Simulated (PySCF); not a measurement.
CH4O3Si, SMILES `O=C=O.[SiH3]O`.

Method: PBE0/def2-SVP; geometry: an unrelaxed start of a pair search; program: PySCF. Without diffuse functions Rydberg states are missing, so the states' numbers hold for this basis only.

Coordinates in Å:

```
O1      -2.8214    0.7491    0.2149
C2      -2.0753   -0.0760   -0.0445
O3      -1.3355   -0.9148   -0.2941
Si4      1.8589    0.5749   -0.0897
O5       1.6289   -0.9764    0.3320
H6       0.7535    1.4078    0.4031
H7       3.1194    0.8795    0.5695
H8       1.9303    0.7161   -1.5451
H9       0.8474   -1.4597    0.0732
```

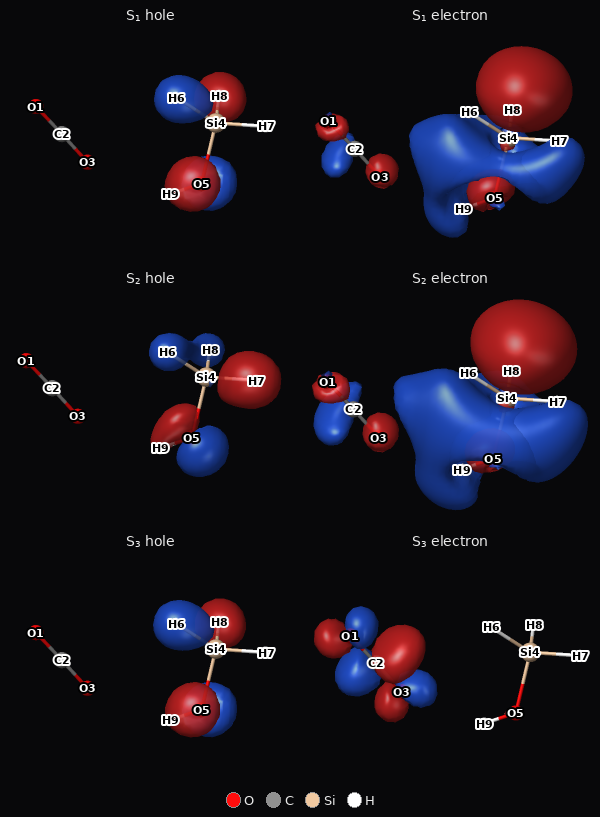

Leading natural transition orbitals (TDA singlet states).

Question: Describe these excited states.

Answer: By state:
- S₁: 7.50 eV (165 nm), f = 0.000 (very weak); the leading pair carries 100 %; hole on O5 (50 %), Si4 (19 %) and H8 (14 %), electron on Si4 (48 %), O5 (12 %) and H6, H7 and H9 (7 % each); their centroids lie 0.6 Å apart.
- S₂: 8.25 eV (150 nm), f = 0.020; the leading pair carries 98 %; hole on O5 (39 %), Si4 (24 %) and H7 (19 %), electron on Si4 (48 %), O5 (12 %) and H9 (8 %); their centroids lie 0.8 Å apart.
- S₃: 8.45 eV (147 nm), f = 0.014, charge transfer, whose energy this functional puts too low; the leading pair carries 99 %; hole on O5 (49 %), Si4 (19 %) and H6 and H8 (14 % each), electron on C2 (43 %), O1 (25 %) and O3 (23 %); their centroids lie 3.3 Å apart.
